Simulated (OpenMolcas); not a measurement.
# Mn³⁺ among point charges: CASSCF and CASPT2 levels and susceptibility

How does a field of 6 point charges split the states of Mn³⁺, and what χT follows?

The numbers are computed with OpenMolcas 26.06 (state-averaged CASSCF and CASPT2, spin-orbit coupling by RASSI with atomic mean-field integrals), except any that are marked as measured or tabulated.

## Step 1: What is computed

```
Species                           : Mn³⁺ (manganese, Z = 25, 22 electrons)
Basis                             : ANO-RCC-VDZP [5s4p2d1f], 34 functions
Scalar Hamiltonian                : DKH2, point nucleus
Inactive shells                   : 1s 2s 2p 3s 3p
Active space                      : 4 electrons in 5 orbitals (3d)
Some configurations of this space : 3d4
Orbitals                          : optimised for each spin and parity, averaged over all roots
```

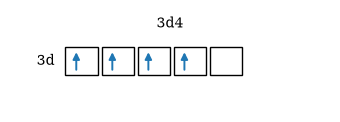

The shells outside the core, filled by Hund's rule for the drawing.

The ion sits among 6 point charges of -1.43 e arranged as a tetragonal octahedron (D4h), 1.69 Å from the ion, with the axial distance 1.707 Å.

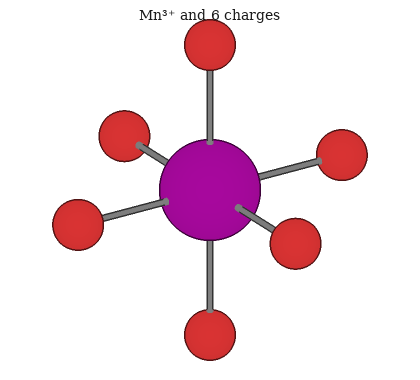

The ion and the point charges (red).

Each step is its own input file, run in one work folder so that later steps find the files of earlier ones. Labels, J, g values, rates, χT and fits are worked out afterwards by a script from the matrices that RASSI stores. The input lists half of the charges; inversion (Group=XYZ) makes the rest.

## Step 2: Basis and integrals

File a.inp:

```
&GATEWAY
Coord
1

Mn 0.0 0.0 0.0
Basis=ANO-RCC-VDZP
Group=XYZ
NoMove
AngMom=0.0 0.0 0.0
AMFI
XField
3 Angstrom 0
1.690000 0.000000 0.000000 -1.430000
0.000000 1.690000 0.000000 -1.430000
0.000000 0.000000 1.706900 -1.430000
&SEWARD
```

Started as:

```console
$ OMP_NUM_THREADS=1 MOLCAS_MEM=1689 MOLCAS_PROJECT=a pymolcas a.inp > a.log
```

Log:

```text
Basis set label: MN.ANO-RCC...5S4P2D1F.

      Electronic valence basis set:
      ------------------
      Associated Effective Charge  25.000000 au
      Associated Actual Charge     25.000000 au
      Nuclear Model: Point charge

      Shell  nPrim  nBasis  Cartesian Spherical Contaminant
         s      21       5        X
         p      15       4        X
         d      10       2                 X
         f       6       1                 X
                  Relativistic Douglas-Kroll-Hess integrals:
                    - DKH order of Hamiltonian: 2
                    - DKH order of Properties : 0
                  Atomic mean-field integrals
```

## Step 3: CASSCF: quintets of even parity, 5 roots

File a.inp:

```
&RASSCF
FileOrb=start.orb
Symmetry=1
Spin=5
nActEl=4 0 0
Inactive=3 6
Ras2=5 0
CIRoot=5 5 1
SDav=5
CIMx=300
Iter=120 100
PrWF=0.3
OrbListing=Nothing
MaxOrb=0
>>> COPY $Project.JobIph JOB001
```

start.orb holds the contracted functions of the basis, ordered by shell, or the orbitals of the step before.

Log, shortened:

```text
[...]
      Number of active orbitals                  5
[...]
      Spin quantum number                      2.0
[...]
      Active orbitals                            5   0
[...]
      Number of CSFs                             5
      Number of root(s) required                 5
[...]
      Convergence after  8 iterations
[...]
      Natural orbitals and occupation numbers for root  1
      sym 1:   1.000000   1.000000   1.000000   1.000000   0.000000
      Natural orbitals and occupation numbers for root  2
      sym 1:   1.000000   1.000000  -0.000000   1.000000   1.000000
      Natural orbitals and occupation numbers for root  3
      sym 1:   0.000000   1.000000   1.000000   1.000000   1.000000
::    RASSCF root number  1 Total energy:  -1163.45854540
::    RASSCF root number  2 Total energy:  -1163.45654290
::    RASSCF root number  3 Total energy:  -1163.43277374
::    RASSCF root number  4 Total energy:  -1163.43173702
::    RASSCF root number  5 Total energy:  -1163.43173702
```

## Step 4: CASSCF: triplets of even parity, 45 roots

File a.inp:

```
&RASSCF
FileOrb=start.orb
Symmetry=1
Spin=3
nActEl=4 0 0
Inactive=3 6
Ras2=5 0
CIRoot=45 45 1
SDav=45
CIMx=300
Iter=120 100
PrWF=0.3
OrbListing=Nothing
MaxOrb=0
>>> COPY $Project.JobIph JOB002
```

Log, shortened:

```text
[...]
      Number of active orbitals                  5
[...]
      Spin quantum number                      1.0
[...]
      Active orbitals                            5   0
[...]
      Number of CSFs                            45
      Number of root(s) required                45
[...]
      Convergence after  7 iterations
[...]
      Natural orbitals and occupation numbers for root  1
      sym 1:   0.989695   1.795769   0.055747   1.007033   0.151756
      Natural orbitals and occupation numbers for root  2
      sym 1:   1.007033   0.989695   0.055747   1.795769   0.151756
      Natural orbitals and occupation numbers for root  3
      sym 1:   1.770510   0.999731   0.181788   0.999731   0.048240
::    RASSCF root number  1 Total energy:  -1163.36682798
::    RASSCF root number  2 Total energy:  -1163.36682798
::    RASSCF root number  3 Total energy:  -1163.36620249
[...]
::    RASSCF root number 27 Total energy:  -1163.29156362
::    RASSCF root number 28 Total energy:  -1163.28966812
::    RASSCF root number 29 Total energy:  -1163.28966812
::    RASSCF root number 30 Total energy:  -1163.28960296
```

## Step 5: CASSCF: singlets of even parity, 50 roots

File a.inp:

```
&RASSCF
FileOrb=start.orb
Symmetry=1
Spin=1
nActEl=4 0 0
Inactive=3 6
Ras2=5 0
CIRoot=50 50 1
SDav=50
CIMx=300
Iter=120 100
PrWF=0.3
OrbListing=Nothing
MaxOrb=0
>>> COPY $Project.JobIph JOB003
```

Log, shortened:

```text
[...]
      Number of active orbitals                  5
[...]
      Spin quantum number                      0.0
[...]
      Active orbitals                            5   0
[...]
      Number of CSFs                            50
      Number of root(s) required                50
[...]
      Convergence after  7 iterations
[...]
      Natural orbitals and occupation numbers for root  1
      sym 1:   1.732605   0.993582   0.151927   0.993868   0.128018
      Natural orbitals and occupation numbers for root  2
      sym 1:   1.732605   0.128018   0.151927   0.993868   0.993582
      Natural orbitals and occupation numbers for root  3
      sym 1:   1.731017   0.142370   0.139175   0.993719   0.993719
::    RASSCF root number  1 Total energy:  -1163.31413809
::    RASSCF root number  2 Total energy:  -1163.31413809
::    RASSCF root number  3 Total energy:  -1163.31336546
[...]
::    RASSCF root number 27 Total energy:  -1163.22289236
::    RASSCF root number 28 Total energy:  -1163.21676505
::    RASSCF root number 29 Total energy:  -1163.20397586
::    RASSCF root number 30 Total energy:  -1163.20320338
```

## Step 6: State interaction with spin-orbit coupling

File a.inp:

```
&RASSI
NrOfJobIphs=3 5 45 50
1 2 3 4 5
1 2 3 4 5 6 7 8 9 10 11 12 13 14 15 16 17 18 19 20 21 22 23 24 25 26 27
28 29 30 31 32 33 34 35 36 37 38 39 40 41 42 43 44 45
1 2 3 4 5 6 7 8 9 10 11 12 13 14 15 16 17 18 19 20 21 22 23 24 25 26 27
28 29 30 31 32 33 34 35 36 37 38 39 40 41 42 43 44 45 46 47 48 49 50
IphNames
JOB001
JOB002
JOB003
EJob
SpinOrbit
DIPRint=1.0
SOCoupling=1000.0
Subsets=2
Property=9
'ANGMOM' 1 'ANGMOM' 2 'ANGMOM' 3 'MLTPL  1' 1 'MLTPL  1' 2 'MLTPL  1' 3
'AMFI' 1 'AMFI' 2 'AMFI' 3
SOProperty=3
'ANGMOM' 1 'ANGMOM' 2 'ANGMOM' 3
```

Started as:

```console
$ OMP_NUM_THREADS=1 MOLCAS_MEM=1689 MOLCAS_PROJECT=a pymolcas a.inp > a.log
```

Log:

```text
SPIN-FREE ENERGIES:
  (Shifted by EMIN (a.u.) =      -1163.4585453959)

 SF State       Relative EMIN(au)   Rel lowest level(eV)    D:o, cm**(-1)      L_eff

     1             0.0000000000        0.0000000000              0.0000         2.0
     2             0.0020024980        0.0544907472            439.4975         2.0
     3             0.0257716523        0.7012823855           5656.2239         2.0
     4             0.0268083801        0.7294931852           5883.7593         2.0
     5             0.0268083801        0.7294931852           5883.7593         2.0
     6             0.0917174118        2.4957579174          20129.6451         4.3
     7             0.0917174118        2.4957579174          20129.6451         4.3
     8             0.0923429085        2.5127785504          20266.9258         4.3
     9             0.1089156053        2.9637446031          23904.2123         5.0
    10             0.1098678339        2.9896560634          24113.2023         5.0
    11             0.1136656059        3.0929987052          24946.7170         3.6
    12             0.1142134362        3.1079059281          25066.9518         3.6
    13             0.1142134362        3.1079059281          25066.9518         3.6
    14             0.1162100806        3.1622373897          25505.1646         4.2
    15             0.1162100806        3.1622373897          25505.1646         4.2
    16             0.1167443773        3.1767763425          25622.4292         4.2
    17             0.1252689025        3.4087404908          27493.3462         3.0
    18             0.1323838564        3.6023482501          29054.8981         4.0
    19             0.1360672791        3.7025792879          29863.3159         4.5
    20             0.1365633331        3.7160776042          29972.1872         4.5
    21             0.1365633331        3.7160776042          29972.1872         4.5
    22             0.1413472423        3.8462544062          31022.1339         4.0
    23             0.1423233105        3.8728145750          31236.3561         4.0
    24             0.1423233105        3.8728145750          31236.3561         4.0
    51             0.1444073081        3.9295230374          31693.7407         5.1
    52             0.1444073081        3.9295230374          31693.7407         5.1
    53             0.1451799314        3.9505471875          31863.3119         5.0
    25             0.1452611634        3.9527576227          31881.1403         3.9
    26             0.1456653940        3.9637573001          31969.8587         3.9
    54             0.1466613244        3.9908579454          32188.4401         5.7
    55             0.1474113314        4.0112666755          32353.0476         5.7
    28             0.1511839585        4.1139250883          33181.0436         3.5
    27             0.1511839585        4.1139250883          33181.0436         3.5
    29             0.1520604183        4.1377747738          33373.4042         3.5
    56             0.1622677865        4.4155314145          35613.6626         6.0
    57             0.1631371722        4.4391886039          35804.4707         4.6
    58             0.1639021377        4.4600043758          35972.3613         5.2
    59             0.1639021377        4.4600043758          35972.3613         5.2
    60             0.1647627103        4.4834217482          36161.2351         5.2
    30             0.1664633609        4.5296988104          36534.4848         3.2
Eigenvalues of complex Hamiltonian:
   -----------------------------------
  (Shifted by EMIN (a.u.) =      -1163.4585453959)

 SO State       Relative EMIN(au)   Rel lowest level(eV)    D:o, cm**(-1)     J-value

     1            -0.0002413985        0.0000000000              0.0000         1.5
     2            -0.0002387727        0.0000714514              0.5763         1.5
     3            -0.0001405933        0.0027430492             22.1242         2.1
     4            -0.0001405933        0.0027430492             22.1242         2.1
     5            -0.0001072372        0.0036507154             29.4450         2.3
     6             0.0017595720        0.0544491808            439.1623         2.8
     7             0.0017927959        0.0553532490            446.4541         2.7
     8             0.0017927959        0.0553532490            446.4541         2.7
     9             0.0018931573        0.0580842228            468.4809         2.3
    10             0.0018952937        0.0581423576            468.9497         2.3
    11             0.0251739110        0.6915858043           5578.0157         1.7
    12             0.0252377587        0.6933231885           5592.0286         1.6
    13             0.0252377587        0.6933231885           5592.0286         1.6
    14             0.0254289959        0.6985270178           5634.0004         1.4
    15             0.0254568698        0.6992855052           5640.1180         1.5
    16             0.0259283821        0.7121160077           5743.6029         2.3
    17             0.0259283821        0.7121160077           5743.6029         2.3
    18             0.0266914629        0.7328804944           5911.0798         2.8
    19             0.0267615211        0.7347868763           5926.4558         3.0
    20             0.0270673726        0.7431095192           5993.5825         3.0
    21             0.0270673726        0.7431095192           5993.5825         3.0
    22             0.0272277069        0.7474724389           6028.7718         2.8
    23             0.0277090997        0.7605718044           6134.4253         3.3
    24             0.0278080784        0.7632651497           6156.1486         2.6
    25             0.0278080784        0.7632651497           6156.1486         2.6
    26             0.0910199766        2.4833485289          20029.5567         3.8
    27             0.0913314055        2.4918229402          20097.9074         3.7
    28             0.0914992065        2.4963890370          20134.7355         3.9
    29             0.0914992065        2.4963890370          20134.7355         3.9
    30             0.0917751039        2.5038965873          20195.2879         3.7
    31             0.0918445451        2.5057861803          20210.5285         3.7
    32             0.0922326557        2.5163472066          20295.7090         3.0
    33             0.0922326557        2.5163472066          20295.7090         3.0
    34             0.0923042455        2.5182952661          20311.4211         3.0
    35             0.1087621598        2.9661379275          23923.5158         4.7
    36             0.1087665126        2.9662563739          23924.4711         4.6
    37             0.1087665126        2.9662563739          23924.4711         4.6
    38             0.1097056898        2.9918126873          24130.5967         3.4
    39             0.1097056898        2.9918126873          24130.5967         3.4
    40             0.1097312450        2.9925080806          24136.2054         3.5
    41             0.1112724508        3.0344464249          24474.4610         3.1
Weights of the five most important spin-orbit-free states for each spin-orbit state.

 SO State  Total energy (au)           Spin-free states, spin, and weights
 -------------------------------------------------------------------------------------------------------
    1        -0.000241       1 2.0  0.9924    3 2.0  0.0047    2 2.0  0.0012    4 2.0  0.0004    5 2.0  0.0004
    2        -0.000239       1 2.0  0.9938    3 2.0  0.0047    4 2.0  0.0003    5 2.0  0.0003    6 1.0  0.0002
    3        -0.000141       1 2.0  0.9960    3 2.0  0.0012    2 2.0  0.0008    4 2.0  0.0007    5 2.0  0.0007
    4        -0.000141       1 2.0  0.9960    3 2.0  0.0012    2 2.0  0.0008    5 2.0  0.0007    4 2.0  0.0007
    5        -0.000107       1 2.0  0.9970    2 2.0  0.0009    4 2.0  0.0008    5 2.0  0.0008   40 1.0  0.0001
    6         0.001760       2 2.0  0.9921    5 2.0  0.0028    4 2.0  0.0028    1 2.0  0.0014    8 1.0  0.0003
    7         0.001793       2 2.0  0.9936    4 2.0  0.0024    5 2.0  0.0024    1 2.0  0.0009    8 1.0  0.0003
    8         0.001793       2 2.0  0.9936    5 2.0  0.0024    4 2.0  0.0024    1 2.0  0.0009    8 1.0  0.0003
    9         0.001893       2 2.0  0.9977    4 2.0  0.0009    5 2.0  0.0009    7 1.0  0.0001    6 1.0  0.0001
   10         0.001895       2 2.0  0.9969    1 2.0  0.0010    5 2.0  0.0008    4 2.0  0.0008    7 1.0  0.0001
   11         0.025174       3 2.0  0.7929    4 2.0  0.1031    5 2.0  0.1031    2 2.0  0.0005   37 1.0  0.0001
   12         0.025238       3 2.0  0.7806    5 2.0  0.1243    4 2.0  0.0926    1 2.0  0.0014    2 2.0  0.0005
```

These steps: 21 s of run time, 1 thread of Arm Neoverse V2, shared host.

States without spin-orbit coupling:

```tsv
state	degeneracy	E (cm-1)	free-ion L (%)
5B1	1	0	D (100)
5A1	1	439	D (100)
5B2	1	5656	D (100)
5E	2	5884	D (100)
3E	2	20130	H (61)
3A2	1	20267	H (63)
3B1	1	23904	H (96)
3A1	1	24113	H (97)
3A2	1	24947	P (43)
3E	2	25067	H (45)
3E	2	25505	H (56)
3B2	1	25622	H (56)
3B1	1	27493	F (100)
3A1	1	29055	G (100)
3A2	1	29863	H (67)
3E	2	29972	H (67)
3B2	1	31022	F (45)
3E	2	31236	F (45)
1E	2	31694	I (51)
1B2	1	31863	I (49)
3B1	1	31881	G (89)
3A1	1	31970	G (91)
1A1	1	32188	I (85)
1B1	1	32353	I (85)
```

With spin-orbit coupling:

| E (cm-1) | Degeneracy | Label | 2S+1 | g |
| --- | --- | --- | --- | --- |
| 0.0 | 1 | A1 | 5 |  |
| 0.6 | 1 | A2 | 5 |  |
| 22.1 | 2 | E | 5 | 0.00 0.00 3.72 |
| 29.4 | 1 | B1 | 5 |  |
| 439.2 | 1 | A1 | 5 |  |
| 446.5 | 2 | E | 5 | 0.00 0.00 4.00 |
| 468.5 | 1 | B2 | 5 |  |
| 468.9 | 1 | B1 | 5 |  |
| 5578 | 1 | B2 | 5 |  |
| 5592 | 2 | E | 5 | 0.00 0.00 3.60 |
| 5634 | 1 | A2 | 5 |  |
| 5640 | 1 | A1 | 5 |  |
| 5744 | 2 | E | 5 | 0.00 0.00 5.99 |
| 5911 | 1 | A2 | 5 |  |
| 5926 | 1 | A1 | 5 |  |
| 5994 | 2 | E | 5 | 0.00 0.00 0.09 |
| 6029 | 1 | B1 | 5 |  |
| 6134 | 1 | B2 | 5 |  |
| 6156 | 2 | E | 5 | 0.00 0.00 8.76 |
| 20030 | 1 | A1 | 3 |  |
| 20098 | 1 | A2 | 3 |  |
| 20135 | 2 | E | 3 | 0.00 0.00 2.66 |
| 20195 | 1 | B2 | 3 |  |
| 20211 | 1 | B1 | 3 |  |

The table of states holds 24 of 76 computed; the rest, higher up, is left out. Principal g values are given for doublets only; a zero marks a field direction without first-order Zeeman splitting.

Powder χT (cm³ K/mol): 1.83 at 2 K, 2.04 at 5 K, 2.30 at 10 K, 2.58 at 20 K, 2.75 at 50 K, 2.80 at 100 K, 2.82 at 150 K, 2.83 at 200 K, 2.84 at 250 K, 2.85 at 300 K.

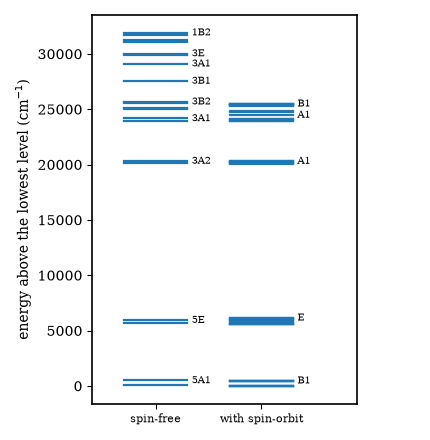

The states in the field without (left) and with (right) spin-orbit coupling.

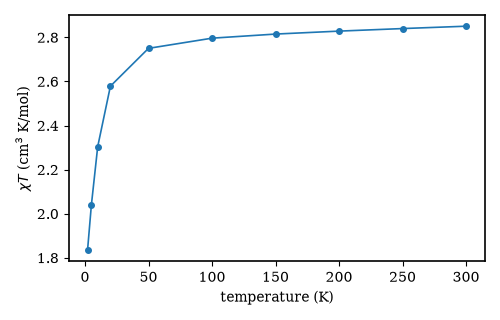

χT against temperature.

Orbitals of the lowest block (energies include the constant potential of the surroundings):

```tsv
shell	space	energy (hartree)	mean occupation	⟨r²⟩ (bohr²)
1s	inactive	-241.1677	2.000	0.00495
2s	inactive	-28.2394	2.000	0.0910
2p	inactive	-23.5960	6.000	0.0745
3s	inactive	-2.5484	2.000	0.827
3p	inactive	-1.1464	6.000	0.937
3d	RAS2		4.000	1.34
```

## Step 7: CASPT2: IPEA 0.25, imaginary shift 0.1 (closed shells correlated: 3s 3p)

File a.inp:

```
>>> COPY JOB001 $Project.JobIph
&CASPT2
Multistate=5 1 2 3 4 5
NoMult
Frozen=2 3
IPEA=0.25
Imaginary=0.1
MaxIter=60
WThr=0.0 0.3 0.05
PrWF=0.5
NoMix
>>> COPY JOB002 $Project.JobIph
&CASPT2
Multistate=45 1 2 3 4 5 6 7 8 9 10 11 12 13 14 15 16 17 18 19 20 21 22
23 24 25 26 27 28 29 30 31 32 33 34 35 36 37 38 39 40 41 42 43 44 45
NoMult
Frozen=2 3
IPEA=0.25
Imaginary=0.1
MaxIter=60
WThr=0.0 0.3 0.05
PrWF=0.5
NoMix
>>> COPY JOB003 $Project.JobIph
&CASPT2
Multistate=50 1 2 3 4 5 6 7 8 9 10 11 12 13 14 15 16 17 18 19 20 21 22
23 24 25 26 27 28 29 30 31 32 33 34 35 36 37 38 39 40 41 42 43 44 45 46
47 48 49 50
NoMult
Frozen=2 3
IPEA=0.25
Imaginary=0.1
MaxIter=60
WThr=0.0 0.3 0.05
PrWF=0.5
NoMix
```

Log, shortened:

```text
[...]
      Active orbitals                            5   0
[...]
      E2 (Variational):          -0.2636929924
      Total energy:           -1163.7222383882
[...]
::    CASPT2 Root  1     Total energy:  -1163.72223839
::    CASPT2 Root  2     Total energy:  -1163.72009573
[...]
::    CASPT2 Root 27     Total energy:  -1163.50541643
::    CASPT2 Root 28     Total energy:  -1163.49295418
::    CASPT2 Root 29     Total energy:  -1163.49286264
::    CASPT2 Root 30     Total energy:  -1163.49160524
```

Time for this run: 5.3 s (1 thread of Arm Neoverse V2, shared host).

SS-CASPT2: lowest energy less the reference's lowest, -0.2637 hartree; reference weights 0.944 to 0.961.

States without spin-orbit coupling:

```tsv
state	degeneracy	E (cm-1)	free-ion L (%)
5B1	1	0	D (100)
5A1	1	470	D (100)
5B2	1	6276	D (100)
5E	2	6507	D (100)
3E	2	18975	H (61)
3A2	1	19079	H (63)
3A2	1	22199	P (43)
3E	2	22402	H (45)
3B1	1	22739	H (96)
3A1	1	22914	H (97)
3E	2	23365	H (56)
3B2	1	23504	H (56)
3B1	1	24288	F (100)
3A1	1	26014	G (100)
3A2	1	28853	H (67)
3E	2	28863	H (67)
3B1	1	28970	G (89)
1E	2	29080	I (51)
3A1	1	29094	G (91)
1B2	1	29214	I (49)
3B2	1	29566	F (45)
3E	2	29919	F (45)
1A1	1	30308	I (85)
1B1	1	30379	I (85)
```

With spin-orbit coupling:

```tsv
E (cm-1)	Degeneracy	Label	2S+1	g
0	1	A1	5	
1	1	A2	5	
21	2	E	5	0.00 0.00 3.75
28	1	B1	5	
470	1	A1	5	
480	2	E	5	0.00 0.00 4.00
500	1	B2	5	
500	1	B1	5	
6190	1	B2	5	
6210	2	E	5	0.00 0.00 3.57
6250	1	A2	5	
6250	1	A1	5	
6360	2	E	5	0.00 0.00 5.99
6530	1	A2	5	
6540	1	A1	5	
6610	2	E	5	0.00 0.00 0.10
6650	1	B1	5	
6750	1	B2	5	
6770	2	E	5	0.00 0.00 8.78
18840	1	A1	3	
18930	1	A2	3	
18970	2	E	3	0.00 0.00 2.38
19030	1	B2	3	
19050	1	B1	3
```

Powder χT (cm³ K/mol): 1.87 at 2 K, 2.08 at 5 K, 2.35 at 10 K, 2.62 at 20 K, 2.78 at 50 K, 2.82 at 100 K, 2.83 at 150 K, 2.85 at 200 K, 2.86 at 250 K, 2.87 at 300 K.

## Step 8: The methods side by side

A. CASSCF
B. SS-CASPT2, IPEA 0.25, imaginary shift 0.1 (closed shells correlated: 3s 3p)

```tsv
method	ground state	first state of that spin (cm-1)	first gap with spin-orbit (cm-1)	χT at 300 K
A	5B1	5A1 439.5	0.6	2.85
B	5B1	5A1 470.3	0.5	2.87
```

## Step 9: Results

| quantity | value |
| --- | --- |
| method | SS-CASPT2, IPEA 0.25, imaginary shift 0.1 (closed shells correlated: 3s 3p) |
| spin-free ground state | 5B1, 1-fold in its orbital part |
| first state of the same spin within the active space | 5A1 at 470 cm⁻¹ |
| lowest level | 1-fold A1 |
| next level | 0.5 cm⁻¹ |
| χT at 300 K | 2.87 cm³ K/mol |
| effective moment at 300 K | 4.79 μB |

Cost by method:

```tsv
method	time of its own steps	time with the reference
A. CASSCF	21 s	21 s
B. SS-CASPT2, IPEA 0.25, imaginary shift 0.1, +3s 3p	5.3 s	26 s
```

Times are of one thread on a shared host.

**Reading.** The spin-free ground state (5B1) comes to 100 % from free-ion D terms and keeps the highest spin of the shell. χT at 300 K is 2.87, against 3.01 cm³ K/mol for the spin alone; near agreement at one temperature doesn't show that the orbital moment is quenched. An active space of the d shell alone favours high spin; real ions in strong fields can be low spin. The field of point charges can differ much from that of real complexes. With metal d orbitals alone active, the gaps between spin states are rough; where two lie within a few thousand cm-1, their order is open. This is an electrostatic model: the charges have no orbitals.
